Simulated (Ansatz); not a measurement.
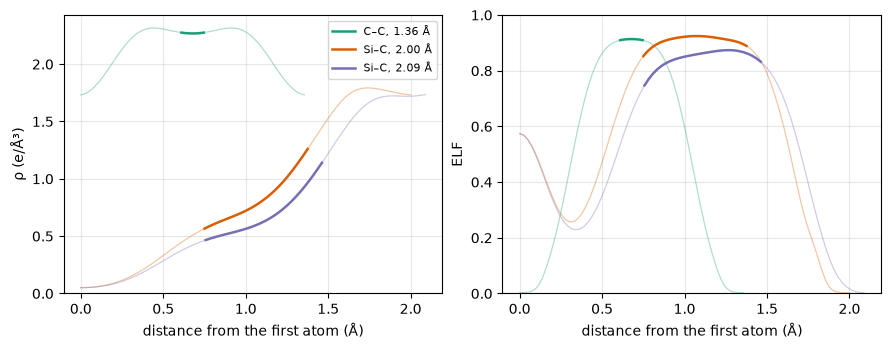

Figure. SiC₂. Valence electron density and ELF along straight lines between neighbouring atoms. Thin, pale parts lie inside the atomic spheres.

Space group Pnnm; started from the marcasite_58 prototype, which need not be the ambient phase.

These are results of Ansatz, DFT PBE, scalar-relativistic, plane waves, PAW, not measurements.

In a PAW calculation such maps are meaningful between the atoms, not at the nuclei.

Compare the contacts.

C–C (1.36 Å): ρ is about 2.3 e/Å³ halfway; the ELF peaks at about 0.90 between the atoms.
Si–C (2.00 Å): ρ is about 0.72 e/Å³ halfway; the ELF peaks at about 0.90 between the atoms.
Si–C (2.09 Å): the density is about 0.59 e/Å³ at the midpoint; the ELF peaks at about 0.85 between the atoms.
